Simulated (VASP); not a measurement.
Band structure of Be3HgSe4 (ordered alloy cell). Calculation: PBEsol GGA, VASP's PBE PAW potentials (set 64) (plane waves; VASP).

Unless said otherwise, spin-orbit coupling is left out, though it shifts the bands of the heavy elements here.

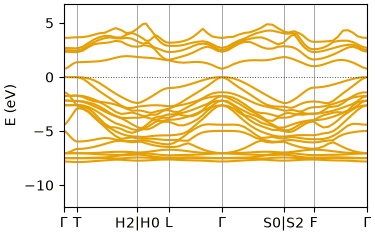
Figure. Bands along high-symmetry lines, zero at the valence-band maximum or, without a gap, the Fermi level

Read the plot: is there a gap, and where are the band edges?

The gap is direct, 0.75 eV, from the valence maximum at Γ to the conduction minimum at Γ. (Edges off the drawn lines would not show.)

The structure was generated: Be3HgSe4 was put into an ordered model structure (R3m), which need not be its known phase. It was relaxed first.
